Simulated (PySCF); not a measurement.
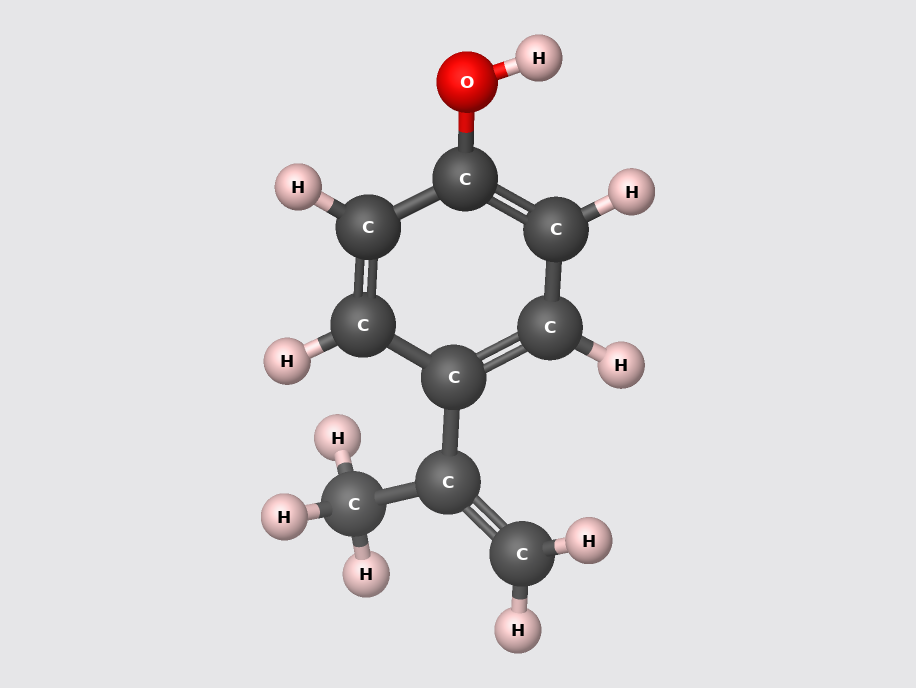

Ball-and-stick drawing of a structure. Double and triple bonds are drawn as two and three sticks.

The geometry was computed by an optimisation with GFN2-xTB. No frequency run is at hand to confirm it as a minimum.

Describe the molecule.

It has 20 atoms: 9 carbon, 10 hydrogen and 1 oxygen (C₉H₁₀O). SMILES: `C=C(C)c1ccc(O)cc1`. Independent rings (smallest set): 1 of 6 members, 1 of them aromatic. Among its groups: phenol, alkene. This geometry has C1 symmetry. Coordination: 8 C trigonal planar; 1 C tetrahedral; 1 O bent.

More results for the same structure follow; atom numbers are the same in all pictures, views and colours differ.

## Geometry

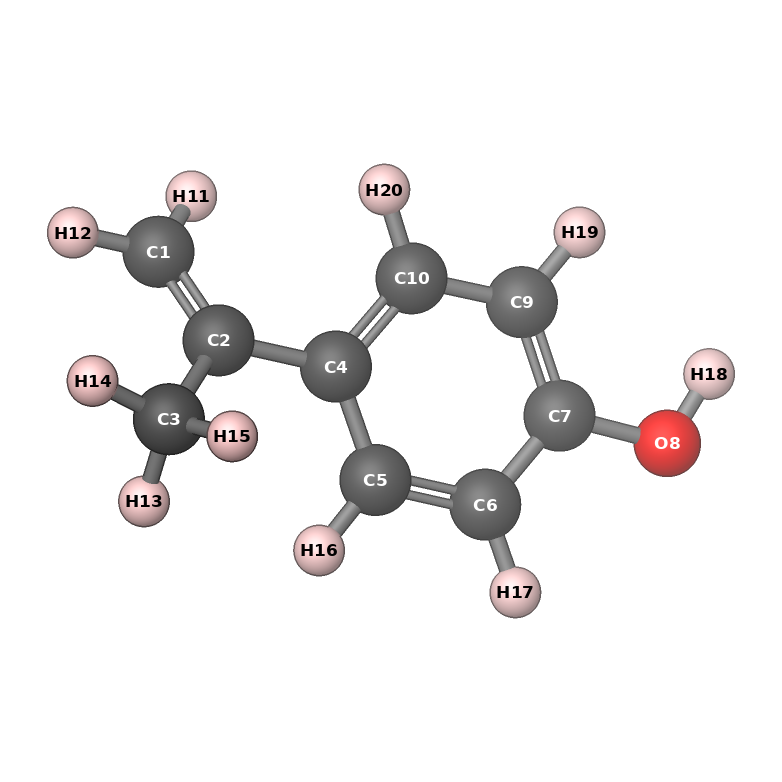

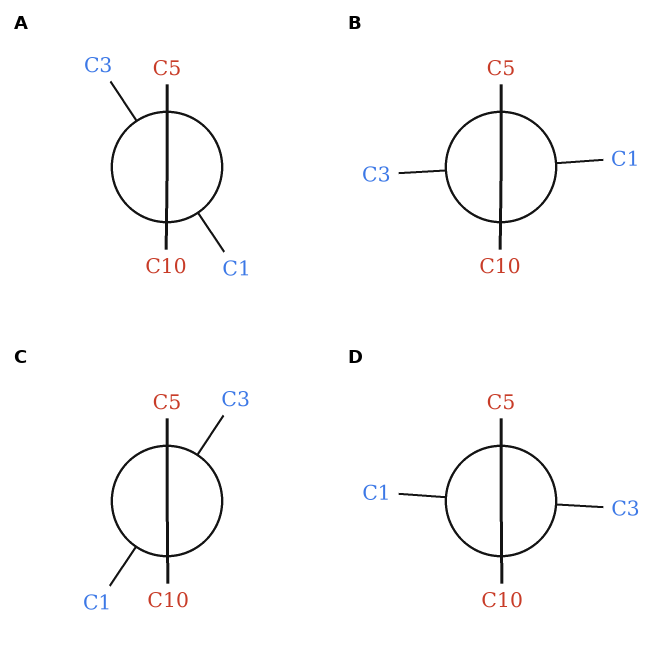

Atoms fade into the background with distance from the viewer. Bonds that would overlap in a projection are set slightly apart. No frequency run is at hand to confirm it as a minimum.

> Which Newman projection shows the view along C4–C2, with C4 in front?

C. The torsion angle C5–C4–C2–C3 is 33°, synclinal (gauche).

## NMR shielding

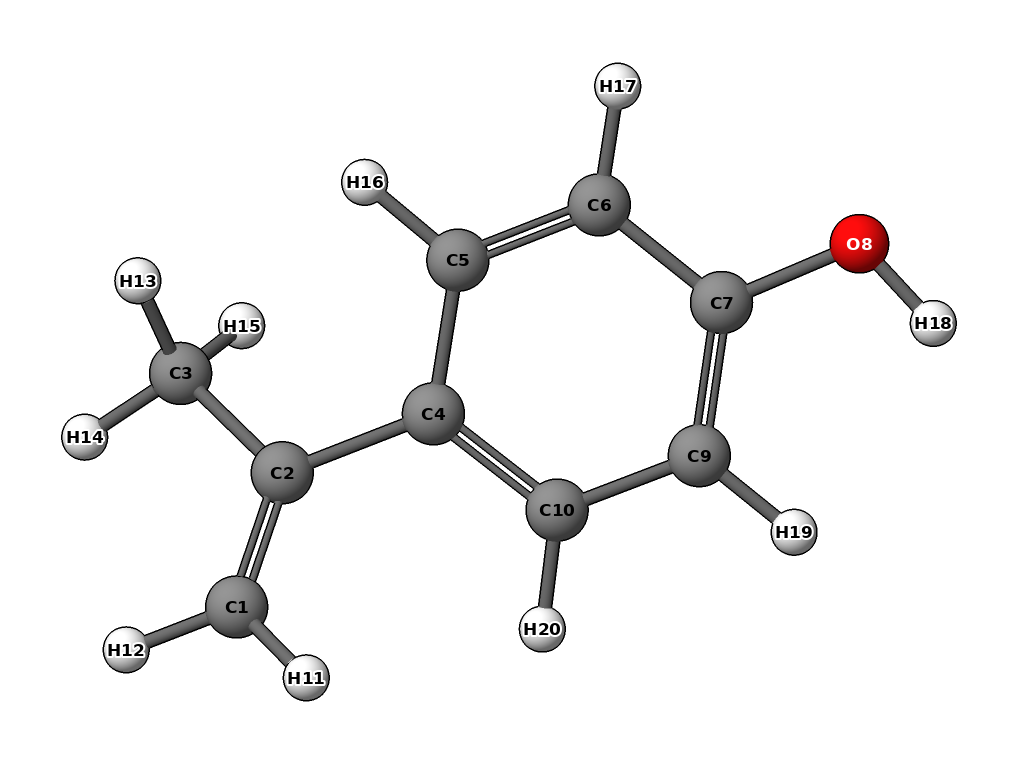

The questions are on isotropic NMR shieldings of the H atoms. No frequency run is at hand to confirm it as a minimum. Level of theory: GIAO PBE0/pcSseg-1 NMR shielding, non-relativistic, gas phase (PySCF 2.14.0).

> Which H atom is the most shielded (lowest chemical shift)?

H15 (29.83 ppm).

> Which H atom is the least shielded (highest chemical shift)?

H20 (24.07 ppm).

> How wide is the range of H shifts?

5.76 ppm.

Give the isotropic NMR shieldings of the H atoms atom by atom.

```json
{"atom": "H11", "σ (ppm)": "26.28"}
{"atom": "H12", "σ (ppm)": "26.40"}
{"atom": "H13", "σ (ppm)": "29.09"}
{"atom": "H14", "σ (ppm)": "29.56"}
{"atom": "H15", "σ (ppm)": "29.83"}
{"atom": "H16", "σ (ppm)": "24.22"}
{"atom": "H17", "σ (ppm)": "24.57"}
{"atom": "H18", "σ (ppm)": "27.48"}
{"atom": "H19", "σ (ppm)": "25.04"}
{"atom": "H20", "σ (ppm)": "24.07"}
```

## Bond orders

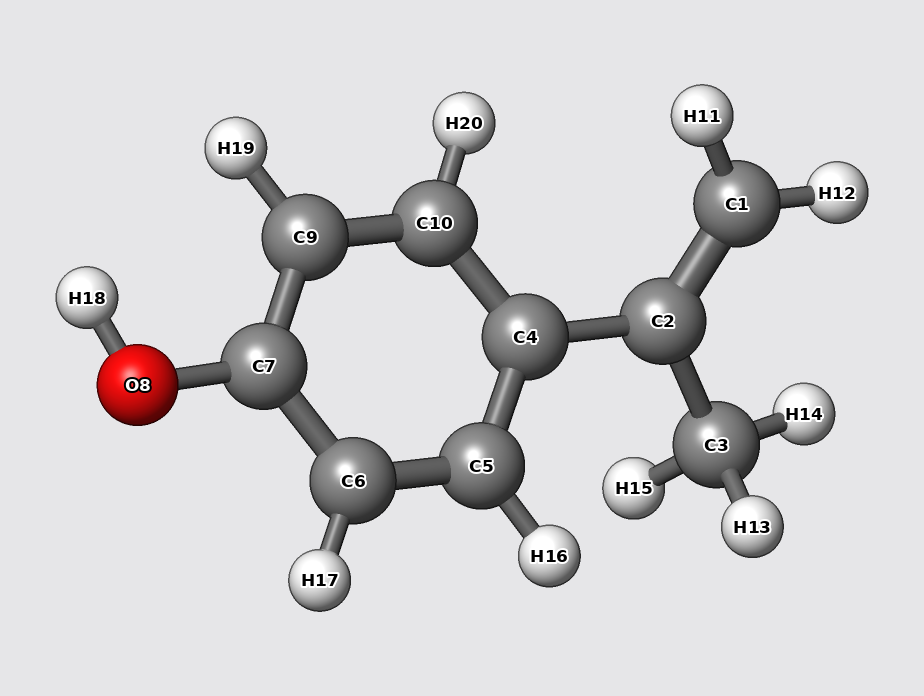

The thickness of each stick grows with its Mayer bond order. No frequency run is at hand to confirm it as a minimum. Computed with PBE0/pcSseg-1 (PySCF 2.14.0).

List the Mayer bond orders of C1–C2, C2–C3, C2–C4, C4–C5, C4–C10, C5–C6, C6–C7, C7–O8, C7–C9, C9–C10 (bonds between heavy atoms, one of each equivalent set).

| bond | Mayer order | length (Å) |
| --- | --- | --- |
| C1–C2 | 1.97 | 1.329 |
| C2–C3 | 1.07 | 1.502 |
| C2–C4 | 1.03 | 1.472 |
| C4–C5 | 1.39 | 1.395 |
| C4–C10 | 1.41 | 1.394 |
| C5–C6 | 1.48 | 1.379 |
| C6–C7 | 1.39 | 1.391 |
| C7–O8 | 1.06 | 1.361 |
| C7–C9 | 1.36 | 1.390 |
| C9–C10 | 1.46 | 1.381 |

## Dipole moment

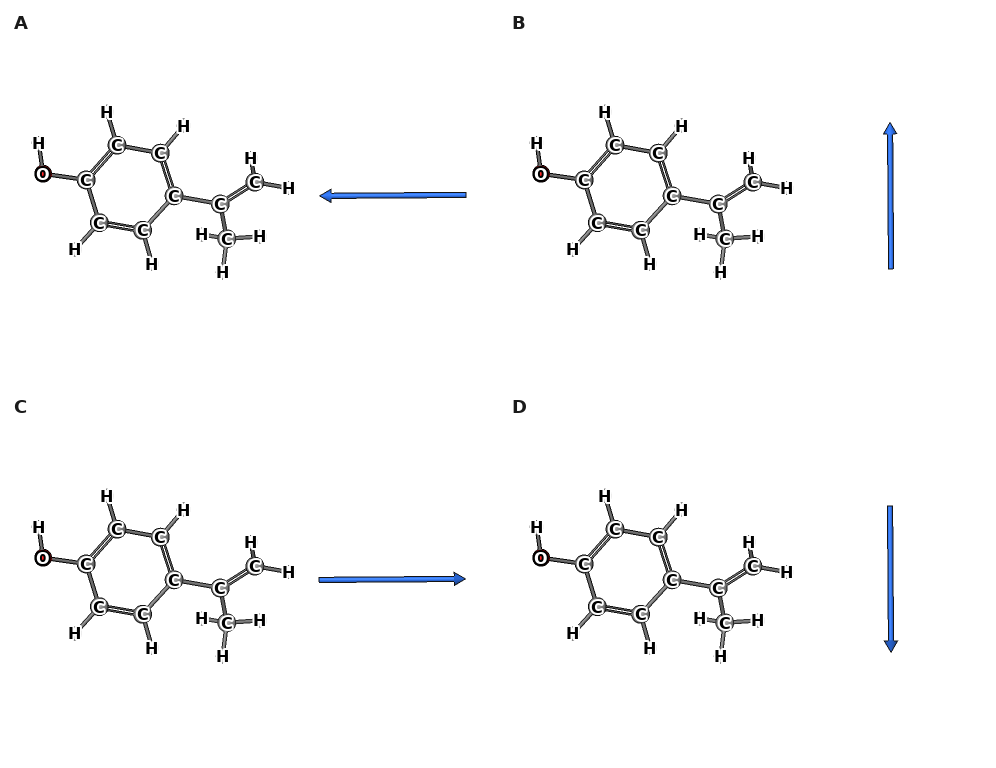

The same molecule four times, each with an arrow. No frequency run is at hand to confirm it as a minimum. Properties computed with PBE0/pcSseg-1, gas phase (PySCF 2.14.0).

> Which arrow points along the dipole moment, from the negative to the positive end?

B. The dipole moment is 1.08 D.

## Quadrupole coupling

No frequency run is at hand to confirm it as a minimum. Electric field gradients from the ground-state density, PBE0/pcSseg-1 (PySCF 2.14.0), non-relativistic apart from any core potentials.

Give the largest field-gradient component, the quadrupole coupling constant and the asymmetry for 17O at O8 (Q = −25.6 mb), 2H at H11 (Q = 2.86 mb), 2H at H12 (Q = 2.86 mb).

```tsv
atom	V_zz (a.u.)	e²qQ/h (MHz)	η
O8	1.788	−10.75	0.84
H11	0.339	0.228	0.06
H12	0.338	0.227	0.06
```
